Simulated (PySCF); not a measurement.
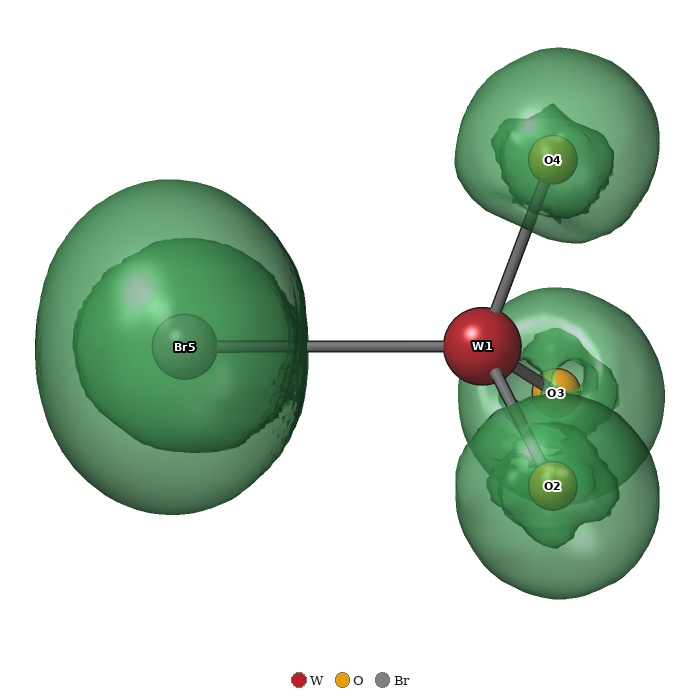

Figure. BrO₃W (charge −1). Isosurface of the ELF at 0.75 (green), seen from one side. Only the valence region is drawn (cores and ρ < 0.01 e/Å³ removed).

Core potentials replace the inner electrons of W.

Theory: RKS PBE, W def2-SVP with ECP60, O def2-SVP, Br def2-SVP; non-relativistic Hamiltonian with scalar-relativistic core potentials where named; density fitting (PySCF).

```xyz
5

W     0.0000    0.3468    0.1532
O     1.4293    0.4654    1.1726
O     0.0000    1.6961   -0.9764
O    -1.4293    0.4654    1.1726
Br    0.0000   -1.8585   -1.0904
```

> What do the ELF domains correspond to?

The ELF exceeds this value in one region wrapped around Br (its valence shell) and three regions wrapped around O (the valence shell of each). Profiles from the grid: W–O (1.76 Å): the ELF peaks at about 0.80 in the valence shell of O, 0.5 Å from its nucleus, and drops to about 0.40 between the two atoms. W–Br (2.53 Å): the ELF peaks at about 0.75 in the valence shell of Br, 1.0 Å from its nucleus, and is about 0.45 at the midpoint.
